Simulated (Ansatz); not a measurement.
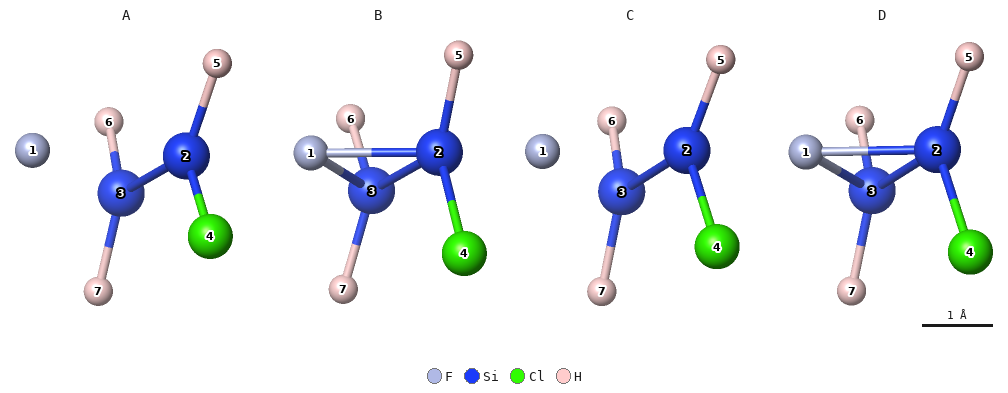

4 geometries from one relaxation of Si$_{2}$H$_{3}$ClF (charge +1), in shuffled order. A ball-and-stick model, seen from a free direction.

It is one of the separated reactants of a reaction.

Level of theory: RKS PBE-D4/def2-SVP in Ansatz. Set-up: force threshold 0.03 eV/Å; at most 250 steps.

Order the frames from highest to lowest energy.

A, C, D, B. They are steps 0, 1, 2, 5, at +5.878 eV, +0.969 eV, +0.132 eV relative to the last. Over 5 geometry steps the energy falls by 5.878 eV. The largest force component goes from 25 to 0.027 eV/Å. The atom that moves furthest after the best rigid fit is F1 (0.44 Å). Largest moves by element: F 0.44 Å, Cl 0.40 Å, H 0.20 Å, Si 0.06 Å. Near-neighbour distances that change, for instance: Si2–Cl4 1.560 → 2.010 Å, F1–Si3 2.239 → 1.861 Å, F1–Si2 2.221 → 1.888 Å, Si2–H5 1.468 → 1.490 Å. New bonds form, among them: F1–Si3 (2.24 → 1.86 Å). Among the angles between lasting bonds that change: Si3–Si2–H5 127.4° → 124.7°, Cl4–Si2–H5 114.0° → 116.0°. The run took 9.5 s on 2 threads of Arm Neoverse V1, with other jobs on the host.

Limits of the set-up: the start holds two separate molecules, 2.2 Å apart at their closest, whose relative position is a soft coordinate.
